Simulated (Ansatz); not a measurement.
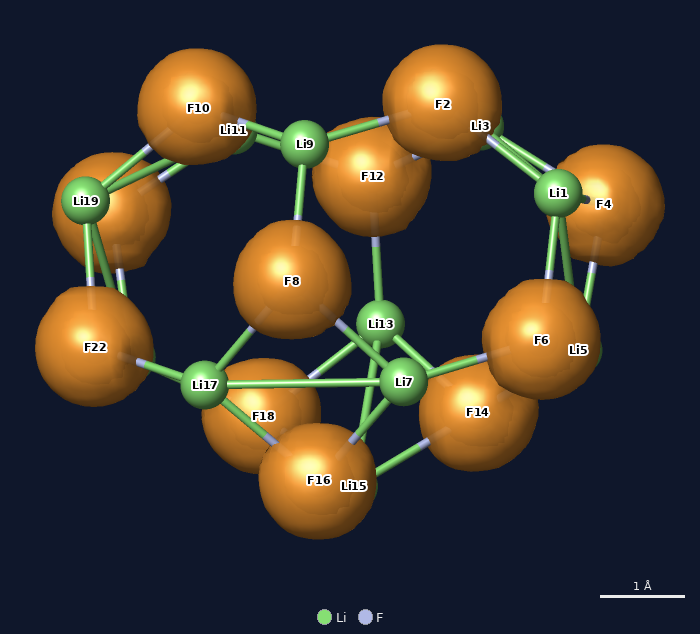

Figure. F$_{11}$Li$_{11}$. Isosurface of the ELF at 0.8 (orange), seen at a tilt. Core shells and regions of very low density are left out.

Geometry: r2SCAN-D4/def2-SVP.

All numbers below come from Ansatz 0.2.0, RKS PBE0-D4/def2-TZVP.

```csv
atom,x (Å),y (Å),z (Å)
Li,0.8293,0.9129,-2.9099
F,0.9484,2.0002,-1.5099
Li,-0.8679,1.9134,-1.5180
F,-0.9798,0.9690,-3.0299
Li,-0.8854,-0.7960,-2.7505
F,0.9422,-0.8623,-2.7522
Li,1.6268,-1.4084,-1.2245
F,2.2721,-0.2485,0.0007
Li,1.7191,1.4552,0.0007
F,0.9476,1.9999,1.5109
Li,-0.8688,1.9132,1.5179
F,-1.6699,1.4170,-0.0003
Li,-2.1668,-0.3079,-0.0006
F,-1.6742,-1.4407,-1.3206
Li,-0.8915,-2.3901,-0.0005
F,0.8681,-2.4985,0.0000
Li,1.6261,-1.4088,1.2252
F,-1.6751,-1.4410,1.3194
Li,0.8277,0.9123,2.9105
F,-0.9816,0.9683,3.0295
Li,-0.8870,-0.7966,2.7498
F,0.9406,-0.8629,2.7526
```

Describe the localisation domains.

At this value the surface marks out eleven regions wrapped around F (the valence shell of each). Along the contacts the grid gives the following. Li–F (1.76 Å): the ELF peaks at about 0.85 in the valence shell of F, 0.5 Å from its nucleus, and falls to about 0.10 next to Li (an ionic contact with no shared pair). Li–Li (2.41 Å): the ELF is about 0.05 at the midpoint.
